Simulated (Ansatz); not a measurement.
Computed with PBE (plane waves to 420 eV, PAW; Ansatz, a first-principles code).

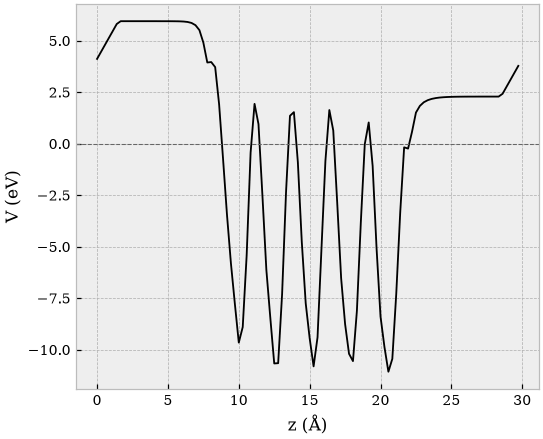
Electrostatic potential energy of an electron, averaged over planes parallel to the surface, in eV from the highest filled level, for the (000-1) surface of wurtzite ZnO, O-terminated, 2x2 with 3 H on 4 top atoms (bottom of the slab: 2 H on 4 bottom sites)

Set-up: 45 atoms, 13.8 Å thick at the start with caps and adatoms (thin: gaps and levels are the slab's own); mesh 4x4x1; 0.025 eV smearing; dipole correction on; 8 atoms held, the rest relaxed; symmetry of the start imposed; spin-polarised, no spin-orbit, no U. The starting moment vanished. It is one candidate, not shown to be the stable structure of the face.

Q: The surface cell has an area of 37.26 Å². What dipole along the normal does the step between the two vacuum levels imply?

A: the top vacuum level lies 3.66 eV below the bottom one; p = −ε₀ A ΔV (ε₀ = 0.005526 e/(V·Å)) gives 0.75 e·Å a cell.
